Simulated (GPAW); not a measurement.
Consider InHO2 (Pnnm).

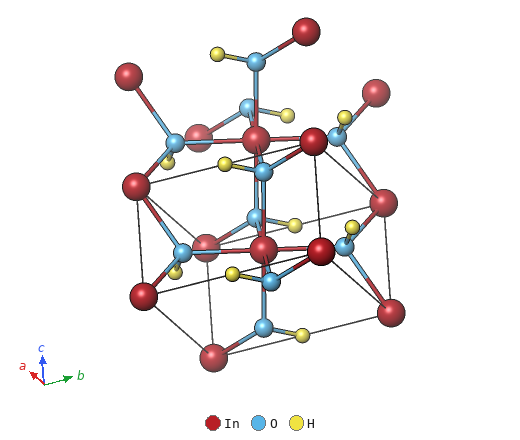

The structure (indium red, oxygen blue, hydrogen yellow). 1×1×2 cells are drawn. Some periodic images of atoms are drawn too.

```
In O H
1.0
     4.52393    0.00000    0.00000
     0.00000    5.28058    0.00000
     0.00000    0.00000    3.28851
In O H
2 4 2
Direct
  0.00000 0.00000 0.00000
  0.50000 0.50000 0.50000
  0.77966 0.63063 0.00000
  0.22034 0.36937 0.00000
  0.72034 0.13063 0.50000
  0.27966 0.86937 0.50000
  0.00000 0.50000 0.00000
  0.50000 0.00000 0.50000
```

Absorber: atom 3, with 1 H at 1.21 Å and 3 In at 2.19 Å (distorted tetrahedral, site symmetry m). Method: GPAW, LDA, full core hole (charged cell), 16-atom cell with 5.6 Å between holes, 5×5×5 k points, dipole transitions, Gaussian full width 0.9 eV up to 4 eV, rising linearly to 3.5 eV at 25 eV.

**Question.** What does the O K edge look like?

Main maxima up to 24 eV above the zero (height): 4.0 eV (2.28), 8.6 eV (2.41) and 15.8 eV (0.50). A K edge sees empty p states on the absorber. The total-energy difference plus the lowest empty eigenvalue puts the zero at 533.47 eV. One term is added: -8.83 eV, since the hole is spin-paired here and a spin-polarised one costs that much less in the free atom (computed apart). The photon energy is then 524.64 eV. The functional and the charged cell's background leave an error in such absolute values: in the free atom LDA prices this hole 4.1 eV below PBE (computed apart), and PBE is itself good to a few eV.

The O K spectrum (energy from the lowest empty level; intensity scaled to a mean of 1 over the first 20 eV; polarised curves are means over the symmetry-equivalent atoms):

```tsv
E (eV)	isotropic	ε ∥ x	ε ∥ y	ε ∥ z
-2.0	0.00	0.00	0.00	0.00
-0.5	0.00	0.00	0.00	0.00
1.0	0.07	0.08	0.06	0.06
2.5	0.58	0.54	0.55	0.64
4.0	2.28	1.28	2.34	3.22
5.5	0.67	0.63	0.61	0.77
7.0	1.47	1.13	1.51	1.78
8.5	2.40	2.54	2.68	2.00
10.0	2.36	3.95	2.26	0.86
11.5	1.17	2.02	1.03	0.47
13.0	0.50	0.65	0.52	0.33
14.5	0.41	0.27	0.42	0.54
16.0	0.50	0.31	0.51	0.69
17.5	0.45	0.38	0.49	0.47
19.0	0.50	0.51	0.49	0.49
20.5	0.56	0.56	0.53	0.58
22.0	0.73	0.68	0.72	0.80
23.5	1.00	0.85	0.95	1.19
25.0	1.21	0.92	1.09	1.62
26.5	1.26	0.95	1.14	1.69
28.0	1.08	0.93	1.15	1.17
29.5	0.91	0.86	1.17	0.68
31.0	0.88	0.83	1.09	0.71
```

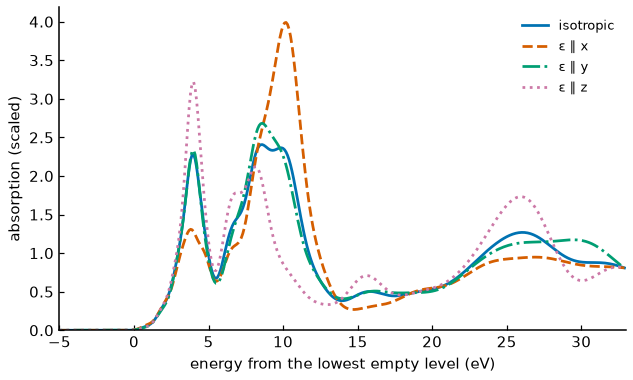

The O K edge.

The holes are only 5.6 Å apart, so the shape is probably not converged with cell size; no larger cell was run here. The mesh is coarse (0.26 Å⁻¹ between points), so small maxima may be mesh ripples. The structure is a computed Materials Project entry and may be a hypothetical form.

[Banner, clock and machine lines of the logs are left out without a mark of their own.]

[Logs are printed without paths, hosts, clocks, repeated set-up lines and the standing remarks that a program may print on its own settings, such as how far it seeks lower states.]

[Hosts, paths, dates, database ids (printed as entryN), source tags and the programs' standing remarks are cut or masked in the printed files.]

[Lists of maxima count a maximum above −3 eV only where it reaches 4 % of the highest in the window and stands out from its surroundings by 2 % of it (1.5 % where it reaches 55 %); shoulders and weaker maxima are passed over, and of the rest the first, up to two pre-edge ones and the few strongest are named.]
